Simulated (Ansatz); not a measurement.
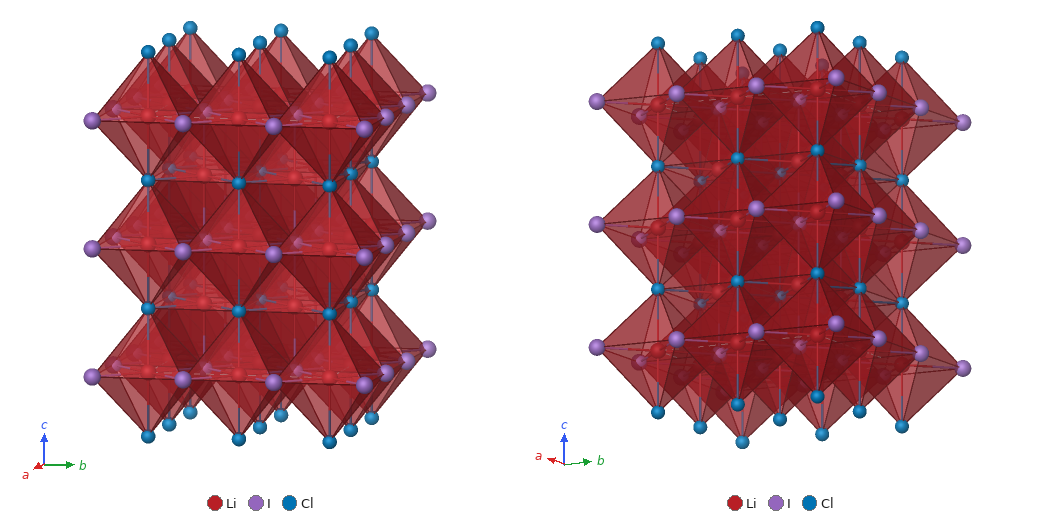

Polyhedra are drawn about Li (bonds: Cl–Li below 3.2 Å and I–Li below 3.2 Å); other atoms are plain spheres. Two views of the same piece.

Li2ICl (space group P4/mmm, No. 123). Coordinates: the geometry relaxed with DFT PBE, scalar-relativistic, plane waves, PAW in Ansatz; the starting structure was generated, so it need not be a known form of this composition.

Sharing among the drawn polyhedra:

| site | polyhedron | corner-sharing neighbours | edge-sharing | face-sharing | bond (Å) |
| --- | --- | --- | --- | --- | --- |
| Li(1a) | LiI4Cl2 octahedron | 6 | 12 | 0 | 2.80–2.85 |
| Li(1d) | LiI2Cl4 octahedron | 6 | 12 | 0 | 2.80–2.85 |

They form a three-dimensional framework of corner- and edge-sharing octahedra.
